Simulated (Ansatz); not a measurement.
The compound is CaAuO3 (cubic perovskite) (Pm-3m).

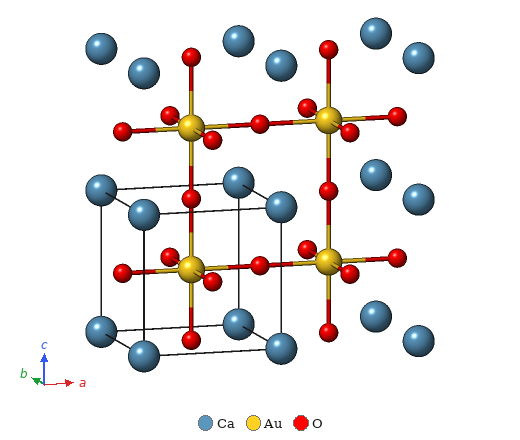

The structure (calcium blue, gold yellow, oxygen red). 2×1×2 cells are drawn. Some periodic images of atoms are drawn too.

The structure was built from a prototype and need not be the compound's stable phase.

```cif
data_structure
_symmetry_space_group_name_H-M 'P 1'
_symmetry_Int_Tables_number 1
_cell_length_a 3.9611
_cell_length_b 3.9611
_cell_length_c 3.9611
_cell_angle_alpha 90.000
_cell_angle_beta 90.000
_cell_angle_gamma 90.000
_cell_volume 62.15
loop_
_atom_site_label
_atom_site_type_symbol
_atom_site_fract_x
_atom_site_fract_y
_atom_site_fract_z
_atom_site_occupancy
Ca1 Ca 0.00000 0.00000 0.00000 1
Au2 Au 0.50000 0.50000 0.50000 1
O3 O 0.50000 0.50000 0.00000 1
O4 O 0.50000 0.00000 0.50000 1
O5 O 0.00000 0.50000 0.50000 1
```

The structure was relaxed with LDA. The structure type comes from a generator and need not be one that this composition takes. The structure was generated from a model, not taken from a measurement. The runs that relaxed it are not among those shown. The program's search for lower electronic states was switched off, so nothing shows that the state found is the lowest. Spin-orbit coupling is left out unless a run names it. PAW set soft_2, made with PBE.

A constrained-RPA run (Ansatz 0.2.0; non-magnetic LDA; Au d + anion p, bands v13 to c1, 4×4×4 mesh, medium accuracy) builds 14 functions on bands 13 eV wide, with 25.0 electrons in the window. The bare on-site interaction is 17.3 eV and the bare J 0.70 eV.

Q: What U and J survive the screening?

On the Au d shell, U = 7.49 eV (43 % of the bare value), U′ = 6.42 eV, J = 0.53 eV.

The parent state is non-magnetic and the interaction static (zero frequency); U depends on the window and the orbitals, so it belongs to this model alone. Spin-orbit coupling, which is strong for atoms this heavy, is left out. A window that holds the anion p bands defines a model with explicit ligands; its U belongs to that model and is not the U of DFT+U.

[Paths, hosts, dates, memory and timing lines, banners, echoed tables and standing remarks are left out of the program output.]

[Logs are printed without paths, hosts, clocks, repeated set-up lines and the standing remarks that a program may print on its own settings, such as how far it seeks lower states.]

[Runs of the session that timed out or met a known fault of the program may be left out.]

[Hosts, paths, dates, database ids (printed as entryN), source tags and the programs' standing remarks are cut or masked in the printed files.]
